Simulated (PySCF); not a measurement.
```xyz
2

Si    0.0000    0.0000   -0.5964
N     0.0000    0.0000    1.1916
```

Computed with PySCF 2.14.0, PBE0/def2-TZVPPD, non-relativistic Hamiltonian with scalar-relativistic core potentials where named, at a bond length of 1.788 Å.

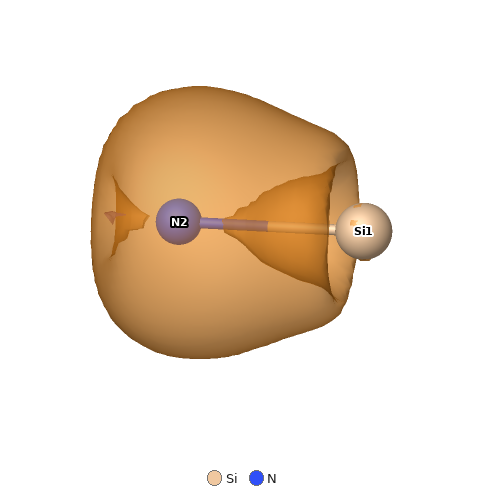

SiN (charge +1, triplet). Isosurfaces of the spin density at +0.04 (orange) and −0.04 e/Å³ (purple), seen from one side.

Question: Which atoms carry the spin?

Answer: The unpaired spin (2 electrons) lies mostly on N2 (about 1.6) and Si1 (about 0.4), in electrons by Hirshfeld's partition.
